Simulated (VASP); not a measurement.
# LiVO2 with r2SCAN: from relaxation to properties

Aim: relax LiVO2, then compute properties on the relaxed cell. The steps: magnetic order: ferromagnetic, magnetic order: antiferromagnetic, q = (0, 0, 1/2), magnetic order: antiferromagnetic, q = (1/2, 1/2, 1/2), magnetic order: antiferromagnetic, q = (1/2, 1/2, 0), the orders side by side, relaxing cell and atoms (r2SCAN), second relaxation, single point with fields (r2SCAN), band structure (r2SCAN) and total and projected DOS (r2SCAN). Left out of this account: 1 further run (phonons: its modes failed a check). The start is a cell from a database of measured crystal structures.

Main program and level: VASP 6.6.1; r2SCAN, spin-polarised from a ferromagnetic start (one magnetic atom a cell); plane waves and PAW (Li_sv, V_sv, O), in the first sound run; inputs show where later runs differ.

## 1. The starting structure

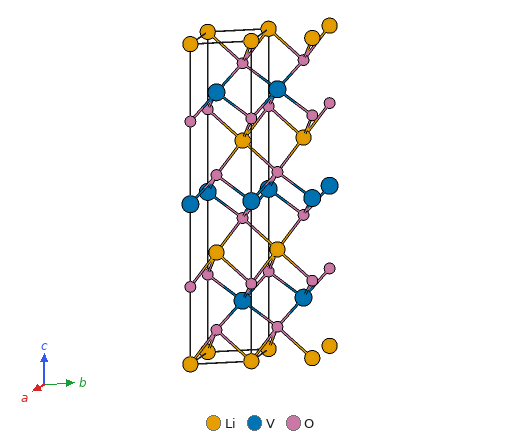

The cell as given, slightly off an axis (lithium orange, vanadium blue, oxygen pink). 1×2×1 cells are drawn. This picture shows the conventional cell, with its axes. Bonds to atoms that aren't drawn are left out. Some periodic images of atoms are drawn too.

## 2. Magnetic order: ferromagnetic

The properties of a magnet depend on its order, so a few collinear patterns are compared first on the cell as listed, beginning with all moments parallel. r2SCAN adds the kinetic-energy density, costs more than a GGA and is run with LASPH.

INCAR

```
SYSTEM = LiVO2
PREC = Accurate
ENCUT = 650
EDIFF = 1E-06
NELM = 100
ISMEAR = 0
SIGMA = 0.05
LREAL = .FALSE.
ALGO = Normal
METAGGA = R2SCAN
LASPH = .TRUE.
NBANDS = 24
ISPIN = 2
MAGMOM = 0 2 0 0
LMAXMIX = 4
LORBIT = 11
LWAVE = .FALSE.
LCHARG = .FALSE.
KPAR = 8
ISIF = 2
```

POSCAR

```
LiVO2
1.0
   -2.8373000000      0.0000000000      0.0000000000
    1.4186500000     -2.4571738782      0.0000000000
    1.4186500000      0.8190579594      4.9244666667
Li V O
1 1 2
Direct
    0.0000000000      0.0000000000      0.0000000000
    0.0000000000      0.5000000000      0.5000000000
    0.4836000000      0.2418000000      0.7254000000
    0.5164000000      0.7582000000      0.2746000000
```

KPOINTS

```
Automatic mesh
0
Gamma
9 9 9
0 0 0
```

PAW data sets: Li_sv, V_sv and O (PBE family, release 64).

Command:

```
$ mpirun -np 8 vasp_std
```

What it wrote:

```text
[banner, memory and clock lines left out]
running    8 mpi-ranks, on    1 nodes
 distrk:  each k-point on    1 cores,    8 groups
 distr:  one band on    1 cores,    1 groups

 POSCAR found type information on POSCAR LiV O
 POSCAR found :  3 types and       4 ions
|                                                                             |
|           W    W    AA    RRRRR   N    N  II  N    N   GGGG   !!!           |
|           W    W   A  A   R    R  NN   N  II  NN   N  G    G  !!!           |
|           W    W  A    A  R    R  N N  N  II  N N  N  G       !!!           |
|           W WW W  AAAAAA  RRRRR   N  N N  II  N  N N  G  GGG   !            |
|           WW  WW  A    A  R   R   N   NN  II  N   NN  G    G                |
|           W    W  A    A  R    R  N    N  II  N    N   GGGG   !!!           |
|                                                                             |
|     For optimal performance we recommend to set                             |
|       NCORE = 2 up to number-of-cores-per-socket                            |
|     NCORE specifies how many cores store one orbital (NPAR=cpu/NCORE).      |
|     This setting can greatly improve the performance of VASP for DFT.       |
|     The default, NCORE=1 might be grossly inefficient on modern             |
|     multi-core architectures or massively parallel machines. Do your        |
|     Unfortunately you need to use the default for GW and RPA                |
|     calculations (for HF NCORE is supported but not extensively tested      |
|     yet).                                                                   |
|                                                                             |

|                                                                             |
|               ----> ADVICE to this user running VASP <----                  |
|                                                                             |
|     You enforced a specific xc type in the INCAR file but a different       |
|     [... a line on the potential file left out ...]
|     I HOPE YOU KNOW WHAT YOU ARE DOING!                                     |
|                                                                             |

 LDA part: xc-table for (None), standard interpolation
 POSCAR, INCAR and KPOINTS ok, starting setup
 FFT: planning ... GRIDC
 FFT: planning ... GRID_SOFT
 FFT: planning ... GRID
 WAVECAR not read
 entering main loop
       N       E                     dE             d eps       ncg     rms          rms(c)
DAV:   1     0.312672117064E+03    0.31267E+03   -0.18007E+04  8160   0.154E+03
DAV:   2    -0.357654196419E+02   -0.34844E+03   -0.33181E+03  9392   0.435E+02
DAV:   3    -0.518879313049E+02   -0.16123E+02   -0.15962E+02 10120   0.102E+02
DAV:   4    -0.522656317275E+02   -0.37770E+00   -0.37715E+00 10584   0.138E+01
DAV:   5    -0.522700342912E+02   -0.44026E-02   -0.44022E-02  9760   0.145E+00    0.333E+01
DAV:   6    -0.381881051014E+02    0.14082E+02   -0.24900E+01  8944   0.556E+01    0.103E+01
DAV:   7    -0.385154984487E+02   -0.32739E+00   -0.43860E+00  8888   0.216E+01    0.100E+01
DAV:   8    -0.385450746394E+02   -0.29576E-01   -0.18194E-01  9688   0.352E+00    0.517E+00
DAV:   9    -0.385680300485E+02   -0.22955E-01   -0.10517E-01  9320   0.233E+00    0.138E+00
DAV:  10    -0.385807240026E+02   -0.12694E-01   -0.22574E-02  9496   0.128E+00    0.580E-01
DAV:  11    -0.385824318686E+02   -0.17079E-02   -0.53633E-03  9136   0.644E-01    0.280E-01
DAV:  12    -0.385833792380E+02   -0.94737E-03   -0.43796E-04  9856   0.206E-01    0.139E-01
DAV:  13    -0.385835817118E+02   -0.20247E-03   -0.32554E-04  8736   0.108E-01    0.537E-02
DAV:  14    -0.385836562218E+02   -0.74510E-04   -0.17652E-04  9824   0.569E-02    0.261E-02
DAV:  15    -0.385836710493E+02   -0.14827E-04   -0.40841E-05  9648   0.285E-02    0.204E-02
DAV:  16    -0.385836717309E+02   -0.68165E-06   -0.25109E-05  9800   0.295E-02    0.938E-03
DAV:  17    -0.385836738881E+02   -0.21572E-05   -0.25331E-06  7784   0.125E-02    0.344E-03
DAV:  18    -0.385836728067E+02    0.10814E-05   -0.47047E-07  4232   0.543E-03    0.138E-03
DAV:  19    -0.385836726078E+02    0.19896E-06   -0.61123E-08  4112   0.245E-03
   1 F= -.38583673E+02 E0= -.38582902E+02  d E =-.154203E-02  mag=     2.0000
```

Wall time 49 s (8 MPI ranks of Intel Xeon 6975P-C (Granite Rapids), shared host); peak memory 2.5 GiB; 5.2 min of CPU time.

Lines that name or quote the potential files are left out of all logs, and their timing lines are given in words.

From OUTCAR (step 2):

```text
ion  position               nearest neighbor table
   1  0.000  0.000  0.000-   4 2.12   3 2.12   4 2.12   3 2.12   4 2.12   3 2.12
   2  0.000  0.500  0.500-   4 1.98   3 1.98   4 1.98   3 1.98   4 1.98   3 1.98
   3  0.484  0.242  0.725-   2 1.98   2 1.98   2 1.98   1 2.12   1 2.12   1 2.12
   4  0.516  0.758  0.275-   2 1.98   2 1.98   2 1.98   1 2.12   1 2.12   1 2.12

  LATTYP: Found a trigonal (rhomboedric) cell.
 ALAT       =     5.1897780025
 COS(alpha) =     0.8505544600

 Subroutine GETGRP returns: Found 12 space group operations
 (whereof 12 operations were pure point group operations)

The static configuration has the point symmetry D_3d.

 Found     85 irreducible k-points:

   k-points           NKPTS =     85   k-points in BZ     NKDIM =     85   number of bands    NBANDS=     24

   dimension x,y,z NGX =    24 NGY =   24 NGZ =   48
   dimension x,y,z NGXF=    48 NGYF=   48 NGZF=   96

   ENCUT  =  650.0 eV  47.77 Ry    6.91 a.u.   5.90  5.90 10.79*2*pi/ulx,y,z

   NELECT =      28.0000    total number of electrons

 k-points in reciprocal lattice and weights: Automatic mesh
   0.00000000  0.00000000  0.00000000       0.001
   0.11111111  0.00000000  0.00000000       0.008
   0.22222222  0.00000000  0.00000000       0.008
   0.33333333  0.00000000  0.00000000       0.008
   0.44444444  0.00000000  0.00000000       0.008
   0.00000000  0.11111111  0.00000000       0.008
   0.11111111  0.11111111  0.00000000       0.016
   0.22222222  0.11111111  0.00000000       0.016
   0.33333333  0.11111111  0.00000000       0.016
[...]
0.00000000  0.00000000  0.44444444       0.003
   0.11111111  0.00000000  0.44444444       0.008

 average (electrostatic) potential at core
       1 -61.6770       2 -77.9221       3 -72.3872       4 -72.3872

 E-fermi :   7.8918

 spin component 1
 k-point     1 :       0.0000    0.0000    0.0000
  band No.  band energies     occupation
    ...
     12       4.1998      1.00000
     13       4.1999      1.00000
     14       6.4376      1.00000
     15       6.4377      1.00000
     16       7.8858      0.56689
     17      11.0739      0.00000
     18      11.0741      0.00000
     19      12.6293      0.00000
     20      14.8652      0.00000
     21      19.7583      0.00000
    ...

 k-point     2 :       0.1111    0.0000    0.0000
  band No.  band energies     occupation
    ...
     11       3.3820      1.00000
     12       3.8426      1.00000
     13       3.9001      1.00000
     14       6.5653      1.00000
     15       6.7462      1.00000
     16       7.9405      0.08400
     17      10.8013      0.00000
     18      11.0315      0.00000
     19      13.1537      0.00000
     20      15.6731      0.00000
    ...

 k-point     3 :       0.2222    0.0000    0.0000
  band No.  band energies     occupation
    ...
     11       1.9088      1.00000
     12       3.4141      1.00000
     13       3.7738      1.00000
     14       6.5686      1.00000
     15       7.2652      1.00000
     16       8.0747      0.00000
     17      10.7012      0.00000
     18      11.0233      0.00000
     19      14.1169      0.00000
     20      17.2082      0.00000
    ...

 k-point     4 :       0.3333    0.0000    0.0000
  band No.  band energies     occupation
    ...
     11       1.8283      1.00000
     12       3.1370      1.00000
     13       3.2525      1.00000
     14       6.3370      1.00000
     15       7.6520      1.00000
     16       8.2732      0.00000
     17      11.1257      0.00000
     18      11.1665      0.00000
     19      14.4228      0.00000
     20      18.3664      0.00000
    ...

 k-point     5 :       0.4444    0.0000    0.0000
  band No.  band energies     occupation
    ...
     11       1.9108      1.00000
     12       2.7819      1.00000
     13       3.0671      1.00000
     14       6.0355      1.00000
     15       7.8604      0.81225
     16       8.4922      0.00000
     17      11.3315      0.00000
     18      11.5878      0.00000
     19      14.0802      0.00000
     20      18.7988      0.00000
    ...

 k-point     6 :       0.0000    0.1111    0.0000
  band No.  band energies     occupation
    ...
     11       3.4264      1.00000
     12       3.8460      1.00000
     13       3.8782      1.00000
     14       6.5587      1.00000
     15       6.7546      1.00000
     16       7.9383      0.09382
     17      10.7788      0.00000
     18      11.0553      0.00000
     19      13.1434      0.00000
     20      15.6447      0.00000
    ...

  Total        3.3612824      3.3612824      0.8010147      0.0000000      0.0000000     -0.0000000
  in kB      156.8610908    156.8610908     37.3809824      0.0000000      0.0000000     -0.0000000
  external PRESSURE =     117.0343880 kB  Pullay stress =       0.0000000 kB

  energy-cutoff  :      650.00
  volume of cell :       34.33
      direct lattice vectors                 reciprocal lattice vectors
    -2.837300000  0.000000000  0.000000000    -0.352447750 -0.203485803  0.135378450
     1.418650000 -2.457173878  0.000000000     0.000000000 -0.406971606  0.067689225
     1.418650000  0.819057959  4.924466667     0.000000000  0.000000000  0.203067676

 POSITION                                       TOTAL-FORCE (eV/Angst)
 -----------------------------------------------------------------------------------
      0.00000      0.00000      0.00000        -0.000000      0.000000      0.000000
      1.41865     -0.81906      2.46223         0.000000     -0.000000      0.000000
     -0.00000      0.00000      3.57221        -0.000000      0.000000      0.985145
      0.00000     -1.63812      1.35226        -0.000000     -0.000000     -0.985145
 -----------------------------------------------------------------------------------
    total drift:                                0.000000     -0.000000      0.000000

  FREE ENERGIE OF THE ION-ELECTRON SYSTEM (eV)
  ---------------------------------------------------
  free  energy   TOTEN  =       -38.5836726078 eV

  energy  without entropy=      -38.5821305769  energy(sigma->0) =      -38.58290159

 total charge
# of ion       s       p       d       tot
------------------------------------------
    1        2.012   0.015   0.000   2.028
    2        2.242   6.288   3.083  11.613
    3        1.557   3.565   0.000   5.123
    4        1.557   3.565   0.000   5.123
--------------------------------------------------
tot          7.369  13.434   3.083  23.886

 magnetization (x)
# of ion       s       p       d       tot
------------------------------------------
    1       -0.000  -0.000   0.000  -0.000
    2        0.016   0.014   1.790   1.820
    3        0.001   0.025   0.000   0.026
    4        0.001   0.025   0.000   0.026
--------------------------------------------------
tot          0.018   0.064   1.790   1.872

[... 6 further parts left out ...]
```

The PAW data sets were made with PBE, which is usual practice but a small mismatch for other functionals. At this level the cell is under a pressure of 11.7 GPa, so at these settings it is away from equilibrium.

Numbers from this step:

* SCF cycles: 19
* electrons: 28
* bands: 24
* irreducible k-points: 85
* symmetry operations: 12
* free energy (TOTEN): -38.58 eV
* energy at zero smearing: -38.58 eV
* Fermi energy: 7.892 eV
* pressure: 11.70 GPa
* moment of the cell, from the last line of the log: 2 μB
* metallic: yes

Spin moment in the PAW sphere by atom:

```tsv
atom	spin moment in the PAW sphere (μB)
Li1	0.00
V2	1.82
O3	0.03
O4	0.03
```

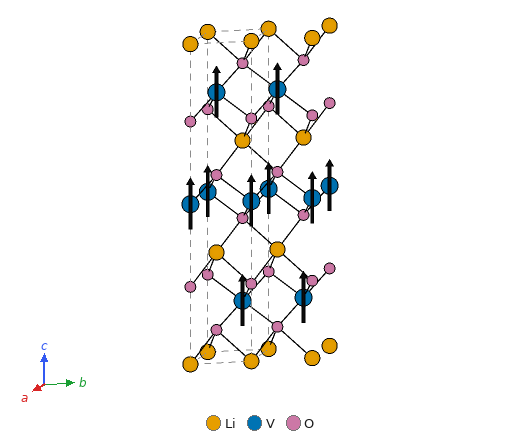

Spin moment in the PAW sphere as arrows, the longest 1.82 μB. Up and down stand for the sign. Arrows give size and sign along the axis of quantisation, drawn up and down the page. Bonds to atoms that aren't drawn are left out. 1×2×1 conventional cells are drawn. Some periodic images of atoms are drawn too.

Force by atom:

```tsv
atom	x (eV/Å)	y (eV/Å)	z (eV/Å)	size
Li1	0.000	0.000	0.000	0.000
V2	0.000	0.000	0.000	0.000
O3	0.000	0.000	0.985	0.985
O4	0.000	0.000	-0.985	0.985
```

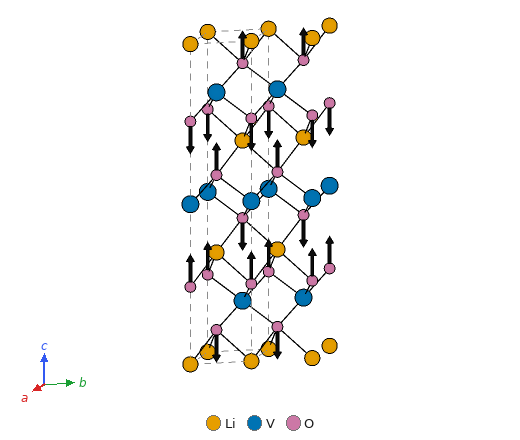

Force as arrows, the longest 0.985 eV/Å. Bonds to atoms that aren't drawn are left out. 1×2×1 conventional cells are drawn. Some periodic images of atoms are drawn too.

The run ends ferromagnetic with a largest moment of 1.82 μB, and the mesh shows no gap.

[end of part 1 of 5]

[Lines on the potential files, build, host, timing and source positions are cut from VASP's logs without a mark.]

[Logs are printed without paths, hosts, clocks, repeated set-up lines and the standing remarks that a program may print on its own settings, such as how far it seeks lower states.]

[Hosts, paths, dates, database ids (printed as entryN), source tags and the programs' standing remarks are cut or masked in the printed files.]

[A measured line is paired with the nearest computed mode of its activity, which favours agreement.]
